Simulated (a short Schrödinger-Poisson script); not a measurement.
Structure: symmetric double-gate stack, Si3N4 on p-type Ge(100), at 300 K.

| layer | material | thickness (nm) | Na (cm⁻³) |
|---|---|---|---|
| 1 | Si3N4 | 3.5 | - |
| 2 | Ge | 20 | 2e18 |
| 3 | Si3N4 | 3.5 | - |

Constants are typed, rounded textbook-type inputs, not results; the design itself was drawn at random and stands for no fabricated device. Si3N4: permittivity 7.5, conduction-band edge (eV) 1.9, gap (eV) 5.1, electron mass (mₑ) 0.5. Ge: permittivity 16, conduction-band edge (eV) 0, gap (eV) 0.664, Nv at 300 K (cm⁻³) 6e18.

Channel valleys (confinement mass, in-plane density-of-states mass, number): L4 0.12, 0.295, 4. At the gates, both at one voltage, the conduction-band edge of layer 1 lies 2.21 eV − eVg above the Fermi level of the channel. Gaps are held at their typed values at every temperature. Mesh 0.03 nm at interfaces.

Solved with a short Schrödinger-Poisson script written for these runs: 1D Poisson equation in equilibrium, electrons quantum, Hartree (BenDaniel-Duke, 12 states a valley, the channel's in-plane mass for all, wave functions free to enter the dielectric), parabolic valleys, classical holes, full ionisation, no traps, pinning or gate leakage.

Only gate voltages with over 1e8 electrons/cm² are shown.

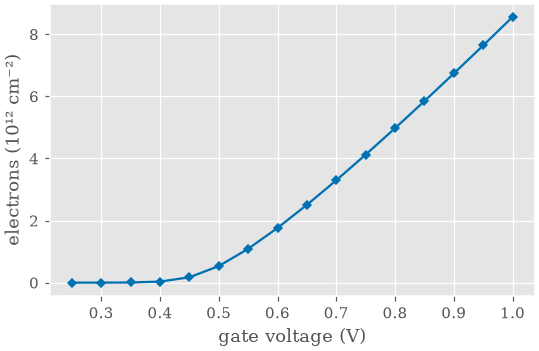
Figure. Sheet density against gate voltage

| Vg (V) | electrons (cm⁻²) | C (μF/cm²) | L4 E0 (meV) | L4 E1 (meV) |
|---|---|---|---|---|
| 0.25 | 1.11e8 | < 0.003 | 319.7 | 324.0 |
| 0.3 | 7.63e8 | 0.00483 | 269.8 | 274.0 |
| 0.35 | 5.23e9 | 0.0326 | 220.0 | 224.3 |
| 0.4 | 3.39e10 | 0.199 | 171.7 | 175.9 |
| 0.45 | 1.72e11 | 0.777 | 129.7 | 133.7 |
| 0.5 | 5.33e11 | 1.52 | 100.5 | 104.0 |
| 0.55 | 1.09e12 | 2.01 | 81.9 | 84.8 |
| 0.6 | 1.76e12 | 2.29 | 69.2 | 71.6 |
| 0.65 | 2.51e12 | 2.47 | 59.8 | 61.8 |
| 0.7 | 3.30e12 | 2.60 | 52.4 | 54.0 |
| 0.75 | 4.12e12 | 2.69 | 46.2 | 47.5 |
| 0.8 | 4.97e12 | 2.77 | 40.9 | 42.0 |
| 0.85 | 5.85e12 | 2.83 | 36.2 | 37.2 |
| 0.9 | 6.74e12 | 2.88 | 32.1 | 32.9 |
| 0.95 | 7.64e12 | 2.92 | 28.3 | 29.0 |
| 1 | 8.56e12 | 2.96 | 24.9 | 25.5 |

Subbands count from the Fermi level. The capacitance is that of both gates.

Only the L valleys are kept; under strong confinement the Δ valleys of Ge fill too.
